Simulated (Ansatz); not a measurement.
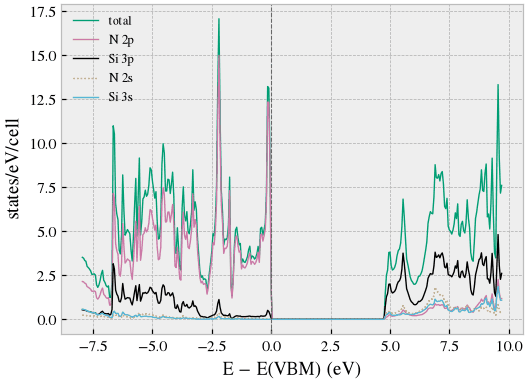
Figure. Total and projected density of states of Si3N4 in space group I-43d (No. 220; N on 16c, Si on 12b), DFT-r²SCAN in the program Ansatz with PAW potentials

Task: Which orbitals carry the states next to the gap?

Result: Top 1 eV of the valence band: N 2p 93 %. Bottom 1 eV of the conduction band: Si 3p 54 %, N 2s 12 %, Si 3s 7 %, N 2p 7 %, outside the projected shells 20 %. Projections are on Löwdin-orthogonalised atomic valence shells; empty p or d shells of many metals are not among them.

Task: Where is the tallest occupied peak in this window, and what makes it?

Result: Near -2.2 eV, about 17 states/eV per cell; the largest projected share is N 2p.

The workflow started from an entry of the Crystallography Open Database (COD), which files this formula under 4 space groups. It is not the phase usual at ambient conditions (space group No. 176). The cell was relaxed with r²SCAN under the symmetry of its start; its stability against distortions is not shown here.

Potentials: the later of the program's two PAW sets.
